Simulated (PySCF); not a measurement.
**One shape, several levels: GeN2H4 (SMILES [NH2][Ge][NH2])**

We compute a comparison of 6 runs (HF/STO-3G, HF/6-31G*, HF/def2-SVPD, PBE0/STO-3G, B3LYP/6-31G*, PBE0/def2-SVP) of GeN2H4. Input form: a Python script.

Program for the calculation: PySCF 2.14.0.

### 1 The system as given

The species is GeN2H4 (7 atoms), meant as a singlet with charge 0. SMILES: `[NH2][Ge][NH2]`. The shape is that of a PBE0-D4/def2-TZVP optimisation. This is one conformer, not always the lowest.

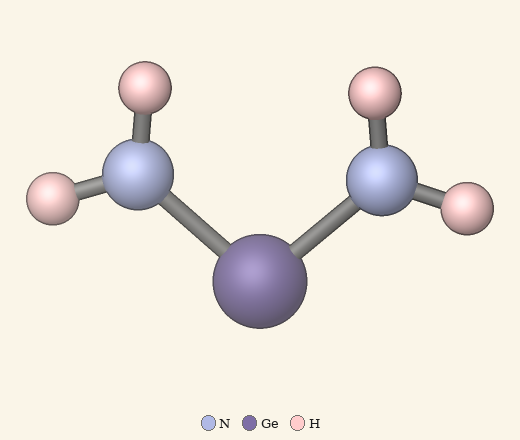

The structure, seen from a chosen angle (nitrogen light blue, germanium purple, hydrogen pink).

### 2 Energy and forces at HF/STO-3G (run 1)

Contents of calc.py:

```python
import pyscf.grad
from pyscf import gto, scf

molecule = gto.M(
    atom='''
N   -1.179700   0.092100  -0.683900
Ge  -0.069700  -1.237600  -0.102500
N    1.194700  -0.165000   0.665000
H   -2.029900  -0.124000  -1.176400
H   -1.047800   1.084700  -0.566600
H    1.191600   0.842500   0.702200
H    2.002000  -0.560700   1.116500
''',
    spin=0,
    verbose=3,
    max_memory=1860,
    basis='sto-3g',
)

mf = scf.RHF(molecule)
mf.conv_tol = 1e-10
mf.kernel()
if not mf.converged:
    mf = mf.newton().run(mf.mo_coeff, mf.mo_occ)

e_final = mf.e_tot
print('E = %.10f Eh' % e_final)
grad = mf.Gradients().kernel()
mf.analyze()
```

Run with:

```bash
$ OMP_NUM_THREADS=1 python calc.py
```

Standard output:

```text
converged SCF energy = -2161.56792834881
E = -2161.5679283488 Eh
--------------- RHF gradients ---------------
         x                y                z
0 N    -0.0518350014     0.0554347365    -0.0273419453
1 Ge    -0.0048461253    -0.0758537018    -0.0059315326
2 N     0.0581090519     0.0435169032     0.0350730890
3 H     0.0099652501    -0.0022262558     0.0056172368
4 H     0.0011599528    -0.0106122612     0.0002055139
5 H    -0.0024603463    -0.0101983288    -0.0018753748
6 H    -0.0100927817    -0.0000610921    -0.0057469869
----------------------------------------------
**** MO energy ****
MO #1   energy= -400.475160038736  occ= 2
MO #2   energy= -50.3210438776161  occ= 2
MO #3   energy= -45.3850400188077  occ= 2
MO #4   energy= -45.383770115869   occ= 2
MO #5   energy= -45.3829877388722  occ= 2
MO #6   energy= -15.2228423821955  occ= 2
MO #7   energy= -15.2226778879943  occ= 2
MO #8   energy= -6.41488454804461  occ= 2
MO #9   energy= -4.45755779547292  occ= 2
MO #10  energy= -4.4538361816275   occ= 2
MO #11  energy= -4.44926250671532  occ= 2
MO #12  energy= -1.0412038039085   occ= 2
MO #13  energy= -1.01445934579974  occ= 2
MO #14  energy= -0.607517594167672 occ= 2
MO #15  energy= -0.601194866112981 occ= 2
MO #16  energy= -0.596923172200795 occ= 2
MO #17  energy= -0.595319852332952 occ= 2
MO #18  energy= -0.590960673361267 occ= 2
MO #19  energy= -0.571847682984087 occ= 2
MO #20  energy= -0.556103817136794 occ= 2
MO #21  energy= -0.551972351993593 occ= 2
MO #22  energy= -0.415462129326929 occ= 2
MO #23  energy= -0.330685549932002 occ= 2
MO #24  energy= -0.2762396285629   occ= 2
MO #25  energy= -0.234829350469205 occ= 2
MO #26  energy= 0.249962712128916  occ= 0
MO #27  energy= 0.449172439940136  occ= 0
MO #28  energy= 0.531137686181018  occ= 0
MO #29  energy= 0.727107975566505  occ= 0
MO #30  energy= 0.742444110782214  occ= 0
MO #31  energy= 0.800443061699746  occ= 0
MO #32  energy= 0.820374197364123  occ= 0
 ** Mulliken atomic charges  **
charge of    0N =     -0.42396
charge of    1Ge =      0.45532
charge of    2N =     -0.42395
charge of    3H =      0.09970
charge of    4H =      0.09660
charge of    5H =      0.09659
charge of    6H =      0.09970
Dipole moment(X, Y, Z, Debye):  0.05450,  0.91043,  0.07754
```

Run time: 2 s. Hardware: 1 thread of Intel Xeon at 2.70GHz, shared host; peak memory 0.12 GiB.

### 3 Energy and forces at HF/6-31G(d) (spherical functions) (run 2)

Contents of geometry.xyz:

```xyz
7
GeH4N2
N     -1.179700     0.092100    -0.683900
Ge    -0.069700    -1.237600    -0.102500
N      1.194700    -0.165000     0.665000
H     -2.029900    -0.124000    -1.176400
H     -1.047800     1.084700    -0.566600
H      1.191600     0.842500     0.702200
H      2.002000    -0.560700     1.116500
```

Contents of calc.py:

```python
from pyscf import gto

mol = gto.M(
    atom='geometry.xyz',
    spin=0,
    verbose=4,
    basis='6-31g*',
    max_memory=1860,
)

mf = mol.RHF()
mf.conv_tol = 1e-10
mf.kernel()
if not mf.converged:
    mf = mf.newton().run(mf.mo_coeff, mf.mo_occ)

energy = mf.e_tot
print('E = %.10f Eh' % energy)
grad = mf.nuc_grad_method().kernel()
mf.analyze()
```

Run with:

```bash
$ OMP_NUM_THREADS=1 python calc.py
```

Standard output:

```text
PySCF version 2.14.0

[... 80 lines left out ...]
Two-electron Energy =                 1045.240068661964870
[... 8 lines left out ...]
MO #5   energy= -46.2511433769943  occ= 2
[... 6 lines left out ...]
MO #12  energy= -1.61841765537678  occ= 2
[... 6 lines left out ...]
MO #19  energy= -0.680198147750859 occ= 2
[... 6 lines left out ...]
MO #26  energy= 0.0928445643939937 occ= 0
[... 6 lines left out ...]
MO #33  energy= 0.325432479567948  occ= 0
[... 6 lines left out ...]
MO #40  energy= 0.864140184878467  occ= 0
[... 6 lines left out ...]
MO #47  energy= 1.19651780531788   occ= 0
[... 6 lines left out ...]
MO #54  energy= 1.98409502981065   occ= 0
[... 6 lines left out ...]
MO #61  energy= 2.53287379177264   occ= 0
[... 6 lines left out ...]
MO #68  energy= 4.01397051464373   occ= 0
[... 39 lines left out ...]
pop of  1 Ge 4dyz         0.00460
pop of  1 Ge 4dz^2        0.00492
pop of  1 Ge 4dxz         0.00415
pop of  1 Ge 4dx2-y2      0.00152
pop of  1 Ge 5dxy         0.00216
pop of  1 Ge 5dyz         0.00225
pop of  1 Ge 5dz^2        0.00307
pop of  1 Ge 5dxz         0.00227
pop of  1 Ge 5dx2-y2      0.00090
pop of  2 N 1s            1.99998
pop of  2 N 2s            1.32396
pop of  2 N 3s            0.00127
pop of  2 N 2px           1.41952
pop of  2 N 2py           1.24179
pop of  2 N 2pz           1.66378
pop of  2 N 3px           0.00824
pop of  2 N 3py           0.00064
pop of  2 N 3pz           0.02230
pop of  2 N 3dxy          0.00121
pop of  2 N 3dyz          0.00043
pop of  2 N 3dz^2         0.00109
pop of  2 N 3dxz          0.00170
pop of  2 N 3dx2-y2       0.00224
pop of  3 H 1s            0.77514
pop of  3 H 2s            0.01219
pop of  4 H 1s            0.78402
pop of  4 H 2s            0.01257
pop of  5 H 1s            0.78403
pop of  5 H 2s            0.01257
pop of  6 H 1s            0.77515
pop of  6 H 2s            0.01218
 ** Mulliken atomic charges  **
charge of    0N =     -0.68815
charge of    1Ge =      0.54414
charge of    2N =     -0.68814
charge of    3H =      0.21268
charge of    4H =      0.20340
charge of    5H =      0.20340
charge of    6H =      0.21267
Dipole moment(X, Y, Z, Debye):  0.10135,  1.65336,  0.13675
```

It took 9.3 s on 1 thread of Intel Xeon at 2.70GHz, shared host; peak memory 0.14 GiB.

Runs 3 to 5 aren't shown in full; the table further down has their settings and results.

### 4 Energy and forces at PBE0/def2-SVP (run 6)

Contents of job.py:

```python
# [NH2][Ge][NH2]
from pyscf import gto, dft

system = gto.Mole()
system.atom = '''
N     -1.179700     0.092100    -0.683900
Ge    -0.069700    -1.237600    -0.102500
N      1.194700    -0.165000     0.665000
H     -2.029900    -0.124000    -1.176400
H     -1.047800     1.084700    -0.566600
H      1.191600     0.842500     0.702200
H      2.002000    -0.560700     1.116500
'''
system.basis = 'def2-svp'
system.verbose = 4
system.max_memory = 1860
system.build()

mf = dft.RKS(system, xc='pbe0')
mf.conv_tol = 1e-10
mf.grids.level = 5
mf.kernel()
if not mf.converged:
    mf = mf.newton().run(mf.mo_coeff, mf.mo_occ)

e_tot = mf.e_tot
print('E(%s) = %.9f' % ('PBE0', e_tot))
grad = mf.nuc_grad_method().kernel()
mf.analyze()
```

Run with:

```bash
$ OMP_NUM_THREADS=1 python job.py
```

Standard output:

```text
PySCF version 2.14.0

[... 94 lines left out ...]
DFT Exchange-Correlation Energy =      -94.020178246974453
[... 9 lines left out ...]
MO #8   energy= -6.25265892550796  occ= 2
[... 7 lines left out ...]
MO #16  energy= -1.19944604489483  occ= 2
[... 7 lines left out ...]
MO #24  energy= -0.24606032049983  occ= 2
[... 7 lines left out ...]
MO #32  energy= 0.174098790608259  occ= 0
[... 7 lines left out ...]
MO #40  energy= 0.590169423563248  occ= 0
[... 7 lines left out ...]
MO #48  energy= 0.838337285847568  occ= 0
[... 7 lines left out ...]
MO #56  energy= 1.62842699799788   occ= 0
[... 7 lines left out ...]
MO #64  energy= 2.19704985968462   occ= 0
[... 7 lines left out ...]
MO #72  energy= 2.59418105683258   occ= 0
[... 7 lines left out ...]
MO #80  energy= 3.3739271926925    occ= 0
[... 51 lines left out ...]
pop of  2 N 2px           1.40443
pop of  2 N 2py           1.23883
pop of  2 N 2pz           1.62681
pop of  2 N 3px           0.00574
pop of  2 N 3py           0.00221
pop of  2 N 3pz           0.01300
pop of  2 N 3dxy          0.00052
pop of  2 N 3dyz          0.00019
pop of  2 N 3dz^2         0.00076
pop of  2 N 3dxz          0.00114
pop of  2 N 3dx2-y2       0.00127
pop of  3 H 1s            0.77412
pop of  3 H 2s            0.01003
pop of  3 H 2px           0.00130
pop of  3 H 2py           0.00020
pop of  3 H 2pz           0.00148
pop of  4 H 1s            0.78736
pop of  4 H 2s            0.01036
pop of  4 H 2px           0.00052
pop of  4 H 2py           0.00124
pop of  4 H 2pz           0.00116
pop of  5 H 1s            0.78736
pop of  5 H 2s            0.01036
pop of  5 H 2px           0.00052
pop of  5 H 2py           0.00127
pop of  5 H 2pz           0.00115
pop of  6 H 1s            0.77412
pop of  6 H 2s            0.01003
pop of  6 H 2px           0.00123
pop of  6 H 2py           0.00032
pop of  6 H 2pz           0.00143
 ** Mulliken atomic charges  **
charge of    0N =     -0.60706
charge of    1Ge =      0.38970
charge of    2N =     -0.60706
charge of    3H =      0.21287
charge of    4H =      0.19935
charge of    5H =      0.19935
charge of    6H =      0.21286
Dipole moment(X, Y, Z, Debye):  0.11104,  1.79387,  0.14644
```

Run time: 28 s. Hardware: 1 thread of Intel Xeon at 2.70GHz, shared host; peak memory 0.78 GiB.

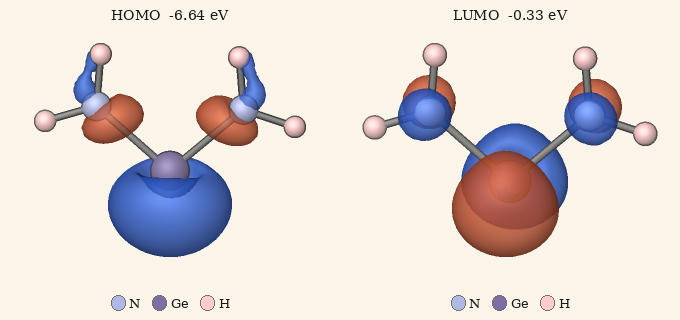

Frontier orbitals of this run, surfaces at ±0.2 Å^-3/2.

### 5 The series

```
run                               level  integration grid   energy (Eh)  dipole moment (D)  HOMO energy (eV)  LUMO energy (eV)  wall time
  1                           HF/STO-3G                 –  -2161.567928               0.92             -6.39              6.80        2 s
  2     HF/6-31G* (spherical functions)                 –  -2186.315205               1.66             -9.16              2.53      9.3 s
  3                        HF/def2-SVPD                 –  -2186.286458               1.45             -9.28              2.31       23 s
  4                         PBE0/STO-3G                 5  -2163.172788               1.83             -3.10              3.18       14 s
  5  B3LYP/6-31G* (spherical functions)                 5  -2188.690860               1.89             -6.30             -0.53       23 s
  6                       PBE0/def2-SVP                 5  -2188.204773               1.80             -6.64             -0.33       28 s
```

### 6 What came out

| quantity | value |
| --- | --- |
| run 6: total energy | -2188.20477 Eh |
| run 6: dipole moment | 1.80 D |
| run 6: HOMO energy | -6.64 eV |
| run 6: LUMO energy | -0.33 eV |
| run 6: HOMO–LUMO gap | 6.31 eV |
| run 6: largest force on an atom | 0.409 eV/Å |

In words: The dipole moment (its size) runs from 0.92 D (HF/STO-3G) to 1.89 D (B3LYP/6-31G*). The two ends differ in method and basis. The HOMO–LUMO gap runs from 5.78 eV (B3LYP/6-31G*) to 13.19 eV (HF/STO-3G). Totals of different functionals can't be ranked against each other. In runs 1, 4 the basis is minimal, so the values are rough. All runs together took 98 s, the longest 28 s.
